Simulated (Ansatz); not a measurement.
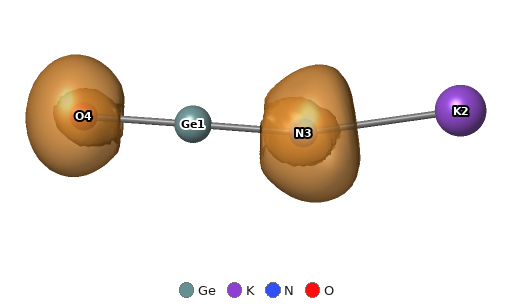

The picture shows: GeKNO (SMILES [O]=[Ge]=[N][K]). Isosurface of the electron localisation function at 0.75 (orange), seen at a tilt. Core shells and regions of very low density are left out.

Geometry: r2SCAN-D4/def2-SVP.

The calculation used isolated molecule in a Gaussian basis; Kohn-Sham density functional theory, functional PBE0 in Ansatz 0.2.0.

### What do the ELF domains correspond to?

The surface consists of one region wrapped around N (its valence shell) and one region wrapped around O (its valence shell).

Values along the shortest contacts:
Ge–O (1.65 Å): the ELF peaks at about 0.75 in the valence shell of O, 0.6 Å from its nucleus, and is about 0.35 at the midpoint. Ge–N (1.66 Å): the ELF peaks at about 0.70 in the valence shell of N, 0.6 Å from its nucleus, and is about 0.35 at the midpoint.
